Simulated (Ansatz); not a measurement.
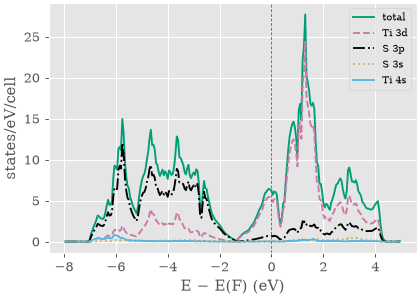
Figure: Total and projected density of states of Ti₂S₃ in space group C2/m (No. 12; Pearson symbol mS20), r²SCAN (plane waves, PAW; program Ansatz)

Q: Which orbitals carry the states next to the Fermi level?

A: Within 0.5 eV of the Fermi level: Ti 3d 85 %, S 3p 11 %. Projections are on Löwdin-orthogonalised atomic valence shells; empty p or d shells of many metals are not among them.

Q: Where is the tallest occupied peak in this window, and what makes it?

A: Near -5.8 eV, about 15 states/eV per cell; the largest projected share is S 3p.

The first step of the workflow began from a Materials Project structure, measured or hypothetical; the Crystallography Open Database copy checked does not list it. Its standing as an ambient phase is unchecked. Symmetry was held in the r²SCAN relaxation; whether a distortion lowers the energy is not shown. No spin polarisation was allowed.

Potentials: the later of the program's two PAW sets.
